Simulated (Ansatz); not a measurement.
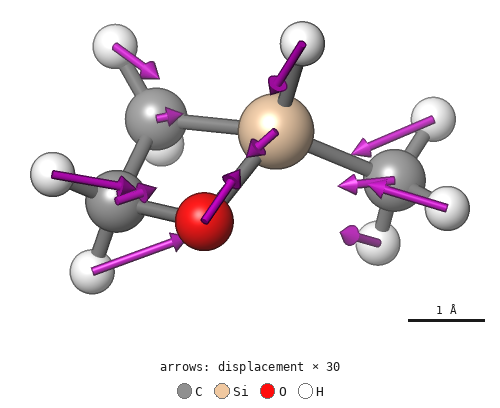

A relaxation of C₃H₈OSi. The starting structure is drawn; purple arrows show the displacements, 30 times their true length. The two geometries are superimposed by the best rigid fit.

The picture is a ball-and-stick view, seen face on.

The start comes from PBE-D4/def2-SVP.

Method: RKS PBE0-D4/def2-TZVP in Ansatz. Set-up: force threshold 0.005 eV/Å; at most 150 steps.

**Atoms of which element are displaced furthest, and by how much?**

Hydrogen: up to 0.046 Å, against 0.032 Å for oxygen.

**Describe the change and its energy.**

The largest move after the best rigid fit is that of an H atom, 0.046 Å. By element the largest moves are H 0.046 Å, O 0.032 Å, C 0.026 Å, Si 0.019 Å. Among the contacts that change: O–Si 1.715 → 1.671 Å, C–Si 1.899 → 1.876 Å, C–Si 1.876 → 1.857 Å, H–Si 1.509 → 1.492 Å. After 5 accepted moves (6 points after the start) the energy has fallen by 1.80 kcal/mol. Largest force component: 1 eV/Å at the start, 0.0029 eV/Å at the end. The line search rejected the trial step at point 5 of the run.
